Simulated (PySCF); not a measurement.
# C₅H₁₂BFO: runs on many settings

Aim: see how C₅H₁₂BFO (`[BH3-][O+]1CCC[C@H]1CF`) answers to the choice of functional, basis, grid and SCF options.

The runs use PySCF 2.14.0, with density-fitted response routines of our own; the level of theory stands in each step. All values are computed, except where a source is named. Atoms count from 0, in the outputs and in this text.

## Step 1: Starting geometry

20 atoms, charge 0, multiplicity 1; geometry from: GFN2-xTB.

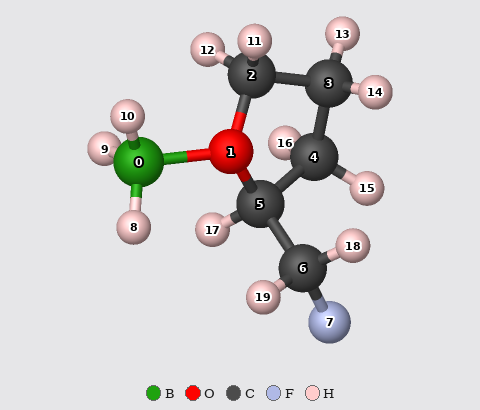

The starting geometry (boron green, oxygen red, carbon dark grey, fluorine light blue, hydrogen pink), atoms numbered.

## Step 2: NMR shieldings: PBE0/cc-pVDZ

Job settings and geometry (Å):

```
{"job": {"kind": "nmr", "xc": "PBE0", "basis": "cc-pVDZ", "pop": true, "scf": {"conv": 0.1, "max_cycle": 87}, "grid": 0}, "charge": 0, "multiplicity": 1}
B     -1.083438    -1.922058    -0.628894
O     -0.480225    -0.622825     0.170363
C     -1.429775     0.419026     0.378383
C     -0.580983     1.647842     0.668914
C      0.566212     1.456145    -0.322552
C      0.715429    -0.070136    -0.391385
C      1.886639    -0.590107     0.445870
F      3.068494    -0.141366    -0.083062
H     -0.190095    -2.703283    -0.620290
H     -1.376430    -1.536976    -1.718982
H     -2.012794    -2.249853     0.030178
H     -2.076891     0.111597     1.200614
H     -2.036098     0.556005    -0.524629
H     -1.124647     2.576279     0.513116
H     -0.213716     1.622904     1.695670
H      1.490893     1.933080    -0.003826
H      0.294276     1.853316    -1.300310
H      0.835288    -0.422414    -1.421292
H      1.833848    -0.223308     1.476283
H      1.908866    -1.683189     0.432793
```

Method: GIAO PBE0/cc-pVDZ NMR shielding, non-relativistic, gas phase.

The run is started by

```sh
$ OMP_NUM_THREADS=1 python probes_run.py task.json out
```

This one command runs all jobs of the session in turn.

Standard output:

```text
final grid: 16128 points
cycle   1  E = -397.1170556246  dE =  9.752e-01  |g| = 5.680e-01  |ddm| = 7.813e+00
cycle   2  E = -397.0991790383  dE =  1.788e-02  |g| = 6.994e-01  |ddm| = 1.921e+00
cycle   3  E = -397.1852656149  dE = -8.609e-02  |g| = 8.227e-02  |ddm| = 9.292e-01
converged SCF energy = -397.1852656149

GIAO shielding tensors (ppm)
atom      isotropic    diamagn.    paramagn.     s11        s22        s33       span
  0 B      117.764     193.259     -75.495     91.684     93.791    167.816     76.132
  1 O      293.774     384.927     -91.152    202.285    331.670    347.368    145.083
  2 C      120.927     246.002    -125.075     70.856    113.500    178.425    107.568
  3 C      171.748     249.017     -77.269    149.195    179.587    186.463     37.268
  4 C      169.581     249.305     -79.724    147.156    175.709    185.879     38.723
  5 C      116.065     247.104    -131.039     70.265    100.751    177.180    106.916
  6 C      118.494     245.275    -126.781     84.934     98.178    172.370     87.436
  7 F      436.751     468.464     -31.713    412.176    431.553    466.523     54.347
  8 H       28.489      32.041      -3.552     25.211     25.409     34.846      9.634
  9 H       28.485      32.116      -3.631     24.365     25.885     35.205     10.841
 10 H       28.600      31.390      -2.790     25.369     25.647     34.784      9.415
 11 H       26.846      30.164      -3.318     21.728     26.483     32.326     10.599
 12 H       27.289      31.275      -3.986     22.215     27.955     31.697      9.482
 13 H       29.832      29.094       0.738     25.821     26.412     37.262     11.441
 14 H       29.632      31.560      -1.928     25.563     27.027     36.305     10.742
 15 H       29.581      30.902      -1.322     24.992     28.176     35.574     10.583
 16 H       29.391      31.621      -2.230     25.010     27.209     35.953     10.943
 17 H       26.777      32.755      -5.978     23.601     27.618     29.113      5.511
 18 H       27.402      31.387      -3.985     23.652     29.136     29.417      5.766
 19 H       26.268      30.017      -3.749     21.503     28.374     28.926      7.423
```

It took 40 s on 1 thread of Intel Xeon Platinum 8175M at 2.50GHz, shared host; peak memory 0.8 GiB.

It converged, yet the result is unsound: the SCF threshold of 0.1 Eh is far too loose; grid level 0 is too coarse.

## Step 3: Indirect couplings: PBE0/cc-pVDZ

Same as in step 2 but for these lines:

```diff
@@ -1,2 +1,2 @@
-{"job": {"kind": "nmr", "xc": "PBE0", "basis": "cc-pVDZ", "pop": true, "scf": {"conv": 0.1, "max_cycle": 87}, "grid": 0}, "charge": 0, "multiplicity": 1}
+{"job": {"kind": "j", "xc": "PBE0", "basis": "cc-pVDZ"}, "charge": 0, "multiplicity": 1}
 B     -1.083438    -1.922058    -0.628894
```

Level: PBE0/cc-pVDZ indirect spin-spin coupling, non-relativistic, gas phase.

Standard output:

```text
coarse grid: 16128 points
cycle   1  E = -397.1170556246  dE =  9.752e-01  |g| = 5.680e-01  |ddm| = 7.813e+00
cycle   2  E = -397.0991790383  dE =  1.788e-02  |g| = 6.994e-01  |ddm| = 1.921e+00
cycle   3  E = -397.1852656149  dE = -8.609e-02  |g| = 8.227e-02  |ddm| = 9.292e-01
cycle   4  E = -397.1865873930  dE = -1.322e-03  |g| = 2.345e-02  |ddm| = 1.664e-01
cycle   5  E = -397.1867221499  dE = -1.348e-04  |g| = 6.463e-03  |ddm| = 4.982e-02
cycle   6  E = -397.1867301624  dE = -8.012e-06  |g| = 2.433e-03  |ddm| = 1.207e-02
final grid: 154528 points
cycle   7  E = -397.1992340601  dE = -3.970e-05  |g| = 1.469e-02  |ddm| = 7.756e-02
cycle   8  E = -397.1991912600  dE =  4.280e-05  |g| = 2.134e-02  |ddm| = 4.612e-02
cycle   9  E = -397.1992780497  dE = -8.679e-05  |g| = 1.679e-03  |ddm| = 2.586e-02
cycle  10  E = -397.1992787373  dE = -6.877e-07  |g| = 3.062e-04  |ddm| = 3.206e-03
cycle  11  E = -397.1992787551  dE = -1.774e-08  |g| = 1.122e-04  |ddm| = 5.374e-04
cycle  12  E = -397.1992787574  dE = -2.323e-09  |g| = 2.577e-05  |ddm| = 1.697e-04
cycle  13  E = -397.1992787575  dE = -1.058e-10  |g| = 8.151e-06  |ddm| = 4.164e-05
converged SCF energy = -397.1992787575

Indirect spin-spin couplings (Hz)
  i      j    bonds     total        FC       PSO       DSO        SD
  0 B    1 O    1      4.763     6.042    -0.496    -0.155    -0.628
  0 B    2 C    2     -0.618    -0.505    -0.116    -0.001     0.005
  0 B    3 C    3      1.213     1.243     0.053    -0.099     0.015
  0 B    4 C    3      0.376     0.393     0.054    -0.078     0.007
  0 B    5 C    2     -1.015    -0.899    -0.142     0.021     0.005
  0 B    6 C    3      0.237     0.226     0.023    -0.001    -0.012
  0 B    7 F    4      0.179     0.106     0.368    -0.232    -0.063
  0 B    8 H    1    100.205   100.121    -1.111     0.831     0.363
  0 B    9 H    1    102.429   102.379    -1.124     0.837     0.337
  0 B   10 H    1    100.821   100.738    -1.098     0.804     0.377
  0 B   11 H    3      0.076     0.139     0.034    -0.082    -0.015
  0 B   12 H    3      1.903     1.867    -0.136     0.188    -0.016
  0 B   13 H    4     -0.151    -0.037     0.289    -0.408     0.005
  0 B   14 H    4     -0.206    -0.107     0.282    -0.404     0.024
  0 B   15 H    4     -0.155    -0.032     0.324    -0.458     0.011
  0 B   17 H    3      2.340     2.232    -0.220     0.345    -0.017
  1 O    2 C    1      6.185     7.162    -0.808    -0.169         -
  1 O    3 C    2     -1.255    -1.574     0.346    -0.027         -
  1 O    4 C    2     -1.050    -1.202     0.176    -0.024         -
  1 O    5 C    1      7.283     8.329    -0.854    -0.192         -
  1 O    6 C    2     -9.555    -9.758     0.254    -0.050         -
  1 O    7 F    3     -3.727    -4.352     1.600     0.130    -1.105
  1 O    8 H    2     -4.448    -4.247    -0.074    -0.128         -
  1 O    9 H    2      0.145     0.211     0.020    -0.086         -
  1 O   10 H    2     -4.478    -4.247    -0.111    -0.120         -
  1 O   11 H    2     -8.923    -8.484    -0.418    -0.020         -
  1 O   12 H    2     -2.005    -1.747    -0.273     0.014         -
  1 O   13 H    3     -5.373    -5.465    -0.146     0.238         -
  1 O   14 H    3      0.060     0.078    -0.003    -0.015         -
  1 O   15 H    3     -2.859    -2.910    -0.141     0.192         -
  1 O   16 H    3      0.050     0.081    -0.136     0.105         -
  1 O   17 H    2     -2.548    -2.150    -0.368    -0.030         -
  1 O   18 H    3      0.157     0.118     0.142    -0.103         -
  1 O   19 H    3      0.036     0.167     0.003    -0.134         -
  2 C    3 C    1     47.531    48.046    -0.774     0.258         -
  2 C    4 C    2     -1.493    -1.374    -0.180     0.060         -
  2 C    5 C    2      0.421     0.630    -0.240     0.031         -
  2 C    6 C    3      1.351     1.359     0.036    -0.044         -
  2 C    7 F    4      0.251     0.593    -0.087    -0.275     0.019
  2 C    8 H    3      4.894     5.024     0.228    -0.359         -
  2 C    9 H    3      2.050     2.039    -0.050     0.061         -
  2 C   10 H    3      1.265     1.215    -0.076     0.126         -
  2 C   11 H    1    150.274   149.597    -0.378     1.054         -
  2 C   12 H    1    154.225   153.505    -0.380     1.101         -
  2 C   13 H    2      2.421     2.444     0.043    -0.066         -
  2 C   14 H    2     -2.918    -2.751    -0.148    -0.019         -
  2 C   15 H    3      5.175     5.288     0.297    -0.410         -
  2 C   16 H    3      0.361     0.441    -0.069    -0.011         -
  2 C   17 H    3      0.665     0.788     0.166    -0.289         -
  2 C   19 H    4     -0.291    -0.200     0.216    -0.307         -
  3 C    4 C    1     43.958    43.985    -0.277     0.250         -
  3 C    5 C    2     -1.968    -1.848    -0.188     0.067         -
  3 C    6 C    3      0.088     0.063     0.022     0.003         -
  3 C    8 H    4      1.057     1.134     0.223    -0.301         -
  3 C    9 H    4     -0.184    -0.131     0.138    -0.191         -
  3 C   11 H    2     -0.442    -0.339     0.026    -0.130         -
  3 C   12 H    2     -0.832    -0.710    -0.054    -0.068         -
  3 C   13 H    1    144.304   142.879     0.495     0.930         -
  3 C   14 H    1    143.793   142.282     0.515     0.996         -
  3 C   15 H    2     -2.121    -2.169     0.123    -0.075         -
  3 C   16 H    2     -2.142    -2.148     0.066    -0.060         -
  3 C   17 H    3      2.245     2.351     0.260    -0.365         -
  3 C   19 H    4     -0.245    -0.174     0.217    -0.288         -
  4 C    5 C    1     49.634    50.100    -0.772     0.307         -
  4 C    6 C    2     -1.733    -1.725    -0.061     0.053         -
  4 C    7 F    3      0.375     0.910    -0.537     0.082    -0.080
  4 C   10 H    4      0.568     0.644     0.210    -0.286         -
  4 C   11 H    3      5.779     5.918     0.310    -0.448         -
  4 C   12 H    3      1.094     1.091    -0.016     0.020         -
  4 C   13 H    2     -1.794    -1.819     0.129    -0.103         -
  4 C   14 H    2     -1.928    -1.932     0.041    -0.037         -
  4 C   15 H    1    144.890   143.454     0.390     1.046         -
  4 C   16 H    1    145.226   143.731     0.477     1.017         -
  4 C   17 H    2      0.313     0.378    -0.086     0.021         -
  4 C   18 H    3      3.072     3.002    -0.088     0.158         -
  4 C   19 H    3      5.005     5.145     0.253    -0.393         -
  5 C    6 C    1     60.045    60.390    -0.671     0.326         -
  5 C    7 F    2     26.382    30.368    -3.949     0.154    -0.191
  5 C    8 H    3      0.991     0.946    -0.135     0.180         -
  5 C    9 H    3      1.931     1.914    -0.115     0.132         -
  5 C   10 H    3      4.967     5.081     0.202    -0.317         -
  5 C   11 H    3      5.080     5.248     0.314    -0.482         -
  5 C   12 H    3     -0.189    -0.141     0.031    -0.080         -
  5 C   13 H    3      4.968     5.076     0.261    -0.369         -
  5 C   14 H    3      0.309     0.360    -0.067     0.015         -
  5 C   15 H    2      0.543     0.483    -0.045     0.104         -
  5 C   16 H    2     -1.407    -1.270    -0.241     0.105         -
  5 C   17 H    1    157.920   157.165    -0.622     1.377         -
  5 C   18 H    2     -0.410    -0.397    -0.119     0.105         -
  5 C   19 H    2     -0.587    -0.566    -0.125     0.104         -
  6 C    7 F    1   -180.076  -226.648    27.426     0.873    18.272
  6 C    8 H    4      0.521     0.439    -0.146     0.228         -
  6 C    9 H    4     -0.233    -0.202     0.104    -0.135         -
  6 C   10 H    4     -0.174    -0.168     0.132    -0.138         -
  6 C   11 H    4     -0.318    -0.289     0.171    -0.200         -
  6 C   12 H    4      0.605     0.688     0.247    -0.330         -
  6 C   13 H    4     -0.377    -0.287     0.209    -0.299         -
  6 C   15 H    3      3.121     3.063    -0.212     0.270         -
  6 C   16 H    3      4.450     4.570     0.183    -0.303         -
  6 C   17 H    2     -1.864    -1.858    -0.110     0.103         -
  6 C   18 H    1    149.465   148.803    -0.529     1.192         -
  6 C   19 H    1    154.080   153.475    -0.537     1.142         -
  7 F    9 H    5      0.185     0.170     0.689    -0.620    -0.053
  7 F   11 H    5      0.644     0.964     0.805    -1.124    -0.000
  7 F   12 H    5      0.369     0.613     0.819    -1.081     0.018
  7 F   13 H    5      0.203     0.338     0.891    -0.974    -0.053
  7 F   14 H    5      0.347     0.277     0.553    -0.334    -0.149
  7 F   15 H    4      2.625     1.946    -0.285     1.190    -0.225
  7 F   17 H    3      1.366     0.740     0.944     0.219    -0.537
  7 F   18 H    2     47.463    41.412    10.236    -0.876    -3.309
  7 F   19 H    2     43.714    38.190     9.854    -0.986    -3.344
  8 H    9 H    2     -6.601    -6.092     0.654    -1.163         -
  8 H   10 H    2     -7.984    -7.434     0.693    -1.242         -
  8 H   11 H    4     -0.523    -0.143     0.736    -1.116         -
  8 H   12 H    4     -0.478    -0.058     0.745    -1.165         -
  8 H   14 H    5     -0.314    -0.027     0.694    -0.982         -
  8 H   15 H    5     -0.278     0.040     0.787    -1.104         -
  8 H   16 H    5     -0.193     0.050     0.603    -0.846         -
  8 H   17 H    4      0.488     0.074    -0.795     1.209         -
  8 H   19 H    5      0.568    -0.115    -1.513     2.196         -
  9 H   10 H    2     -6.696    -6.167     0.696    -1.225         -
  9 H   11 H    4     -0.378    -0.111     0.590    -0.857         -
  9 H   15 H    5     -0.337    -0.013     0.781    -1.105         -
  9 H   17 H    4      0.211    -0.353    -1.188     1.752         -
 10 H   11 H    4      0.282    -0.078    -0.792     1.152         -
 10 H   12 H    4      0.409     0.291    -0.215     0.333         -
 10 H   13 H    5     -0.338    -0.066     0.705    -0.978         -
 10 H   14 H    5     -0.246    -0.025     0.564    -0.785         -
 10 H   16 H    5     -0.336    -0.046     0.670    -0.961         -
 10 H   17 H    4     -0.326     0.061     0.676    -1.063         -
 10 H   18 H    5     -0.216    -0.035     0.464    -0.645         -
 11 H   12 H    2     -9.066    -8.599     1.442    -1.910         -
 11 H   13 H    3     -0.125     0.203     0.755    -1.083         -
 11 H   14 H    3      4.520     4.416    -0.050     0.153         -
 11 H   15 H    4      0.223     0.763     1.283    -1.822         -
 11 H   16 H    4     -0.981    -0.373     1.260    -1.868         -
 11 H   17 H    4     -0.984    -0.311     1.468    -2.141         -
 11 H   19 H    5     -0.260    -0.006     0.632    -0.886         -
 12 H   13 H    3      2.739     2.626    -0.004     0.117         -
 12 H   14 H    3      8.286     9.198     1.681    -2.594         -
 12 H   15 H    4     -0.918    -0.368     1.237    -1.787         -
 12 H   18 H    5     -0.376     0.024     0.994    -1.395         -
 12 H   19 H    5     -0.390    -0.008     0.965    -1.347         -
 13 H   14 H    2    -11.441   -11.004     1.697    -2.134         -
 13 H   15 H    3     -0.027     0.306     0.742    -1.076         -
 13 H   16 H    3      4.834     4.692    -0.063     0.204         -
 13 H   17 H    4     -0.596    -0.121     1.106    -1.581         -
 13 H   18 H    5     -0.276    -0.024     0.628    -0.880         -
 13 H   19 H    5     -0.357     0.096     1.075    -1.528         -
 14 H   15 H    3      5.040     4.845    -0.162     0.357         -
 14 H   16 H    3      8.316     9.162     1.687    -2.534         -
 14 H   17 H    4     -1.004    -0.376     1.334    -1.962         -
 14 H   18 H    5      0.680     0.042    -1.440     2.078         -
 14 H   19 H    5     -0.233    -0.014     0.501    -0.719         -
 15 H   16 H    2    -11.917   -11.584     1.528    -1.861         -
 15 H   17 H    3      0.737     1.135     0.849    -1.248         -
 15 H   19 H    4     -0.413     0.143     1.106    -1.662         -
 16 H   17 H    3      6.461     6.092    -0.561     0.931         -
 16 H   18 H    4     -0.833    -0.362     1.122    -1.593         -
 16 H   19 H    4      0.279     0.796     1.187    -1.704         -
 17 H   18 H    3      6.802     7.687     1.670    -2.555         -
 17 H   19 H    3      2.919     2.736     0.030     0.153         -
 18 H   19 H    2     -7.220    -6.810     1.408    -1.818         -
```

It took 62 s on 1 thread of Intel Xeon Platinum 8175M at 2.50GHz, shared host; peak memory 0.9 GiB.

This basis has no tight s functions, so the Fermi-contact terms are rough.

A choice of the couplings up to four bonds, sorted by the number of bonds; isotopes 11B, 13C, 19F, 1H, 17O:

```csv
pair,bonds,J (Hz),Fermi contact (Hz),dihedral (°)
C6–F7,1,-180.1,-226.6,–
C5–H17,1,157.9,157.2,–
C2–H12,1,154.2,153.5,–
C6–H19,1,154.1,153.5,–
C2–H11,1,150.3,149.6,–
C6–H18,1,149.5,148.8,–
C4–H16,1,145.2,143.7,–
C4–H15,1,144.9,143.5,–
C3–H13,1,144.3,142.9,–
F7–H18,2,47.5,41.4,–
F7–H19,2,43.7,38.2,–
C5–F7,2,26.4,30.4,–
H15–H16,2,-11.9,-11.6,–
H13–H14,2,-11.4,-11.0,–
O1–C6,2,-9.6,-9.8,–
H11–H12,2,-9.1,-8.6,–
O1–H11,2,-8.9,-8.5,–
H18–H19,2,-7.2,-6.8,–
H14–H16,3,8.3,9.2,-158
H12–H14,3,8.3,9.2,164
H17–H18,3,6.8,7.7,177
H16–H17,3,6.5,6.1,18
C4–H11,3,5.8,5.9,157
O1–H13,3,-5.4,-5.5,160
C2–H15,3,5.2,5.3,-154
C5–H11,3,5.1,5.2,-153
H14–H15,3,5.0,4.8,-36
F7–H15,4,2.6,1.9,–
H14–H17,4,-1.0,-0.4,–
```

The spin-dipole term was solved for some atoms only; pairs without it lack that part.

The response was solved for the nuclei of B, C, F, H alone, so couplings that need other nuclei can be missing.

Quadrupole couplings from the field gradients of the same density:

| atom | isotope | eQq/h (MHz) | η |
| --- | --- | --- | --- |
| O1 | 17O | 10.5 | 0.66 |
| B0 | 11B | 3.195 | 0.03 |

## Step 4: NMR shieldings: HSE06/pcSseg-1

Same as in step 3 but for these lines:

```diff
@@ -1,2 +1,2 @@
-{"job": {"kind": "j", "xc": "PBE0", "basis": "cc-pVDZ"}, "charge": 0, "multiplicity": 1}
+{"job": {"kind": "nmr", "xc": "HSE06", "basis": "pcSseg-1", "pop": true, "scf": {"conv": 0.001, "max_cycle": 89}}, "charge": 0, "multiplicity": 1}
 B     -1.083438    -1.922058    -0.628894
```

Level: GIAO HSE06/pcSseg-1 NMR shielding, non-relativistic, gas phase.

Standard output:

```text
final grid: 154528 points
cycle   1  E = -397.1018977527  dE =  8.698e-01  |g| = 5.800e-01  |ddm| = 3.729e+00
cycle   2  E = -397.0758077199  dE =  2.609e-02  |g| = 7.463e-01  |ddm| = 1.024e+00
cycle   3  E = -397.1712375572  dE = -9.543e-02  |g| = 9.887e-02  |ddm| = 5.660e-01
cycle   4  E = -397.1729389314  dE = -1.701e-03  |g| = 2.942e-02  |ddm| = 8.592e-02
cycle   5  E = -397.1731343467  dE = -1.954e-04  |g| = 8.263e-03  |ddm| = 2.521e-02
converged SCF energy = -397.1731343467

GIAO shielding tensors (ppm)
atom      isotropic    diamagn.    paramagn.     s11        s22        s33       span
  0 B      101.398     189.450     -88.052     74.087     77.316    152.792     78.705
  1 O      278.268     402.166    -123.898    181.583    318.191    335.031    153.447
  2 C      105.118     245.689    -140.571     55.138     96.506    163.711    108.574
  3 C      159.026     250.761     -91.736    134.970    167.382    174.725     39.755
  4 C      156.145     251.089     -94.944    132.089    163.162    173.184     41.094
  5 C       99.285     246.632    -147.347     53.843     83.407    160.607    106.765
  6 C      101.566     244.077    -142.511     70.769     80.554    153.375     82.606
  7 F      429.141     470.234     -41.093    400.457    421.706    465.261     64.804
  8 H       28.586      31.288      -2.702     25.239     25.589     34.930      9.691
  9 H       28.711      31.351      -2.640     24.817     26.351     34.965     10.148
 10 H       28.636      30.760      -2.124     25.468     25.709     34.730      9.262
 11 H       27.356      29.727      -2.372     22.747     26.366     32.954     10.208
 12 H       27.877      30.661      -2.784     22.838     27.521     33.270     10.432
 13 H       29.895      29.340       0.556     25.687     26.383     37.616     11.929
 14 H       29.816      31.057      -1.241     25.726     27.193     36.530     10.804
 15 H       29.593      30.672      -1.079     24.819     28.026     35.934     11.115
 16 H       29.527      31.340      -1.814     25.002     27.321     36.257     11.255
 17 H       27.308      31.723      -4.415     24.153     27.202     30.569      6.417
 18 H       27.539      30.301      -2.763     23.495     29.319     29.802      6.307
 19 H       26.554      29.319      -2.765     22.163     28.205     29.293      7.130
```

Wall time 84 s (1 thread of Intel Xeon Platinum 8175M at 2.50GHz, shared host); peak memory 1.1 GiB.

It converged, yet the result is unsound: the SCF threshold of 0.001 Eh is far too loose.

(Part 1 of 2 ends here.)
